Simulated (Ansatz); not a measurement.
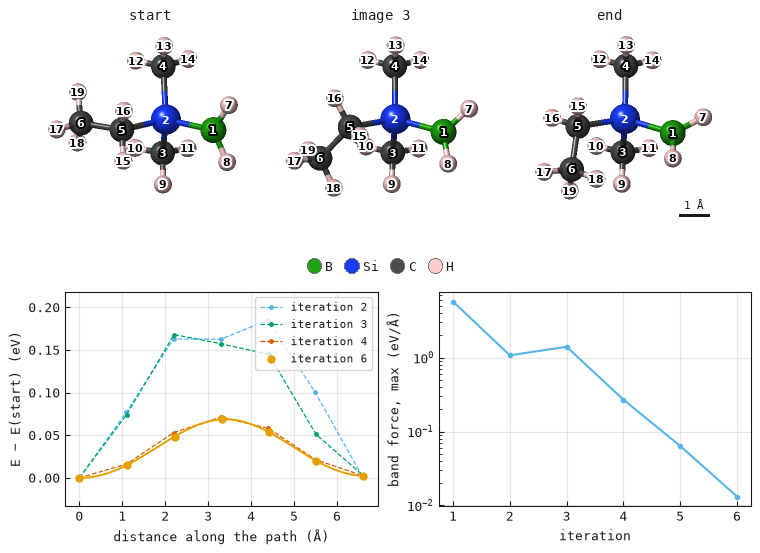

A search for the minimum-energy path of C4H13BSi by the nudged elastic band. Images are numbered from 0 (start) to 6 (end). The plot follows the band through its iterations. Style: ball-and-stick. Shown at a tilt.

Level of theory: RKS PBE/STO-3G (Ansatz). Run with 5 movable images; climbing image; force threshold 0.05 eV/Å; iteration limit 60; starting path through a guess of the saddle point.

Judge this run.

Answer. The run is converged, with reservations. The band converged in 6 iterations. The largest component of the band force went from 5.8 to 0.013 eV/Å. The climbing image converged on the top of the path. Its vibrational analysis gives 2 imaginary modes over 30i cm⁻¹, so it isn't confirmed as a transition state. The first iteration put the highest image at 1.936 eV. The energy climbs by 0.069 eV to image 3 and then falls by 0.066 eV, so the end point sits at 0.003 eV.

Limits of the set-up: STO-3G is a minimal basis, so the numbers are rough.

The run took 86 s on 1 thread of Intel(R) Xeon(R) 6975P-C (Granite Rapids), with other jobs on the host, peak memory 0.23 GiB.
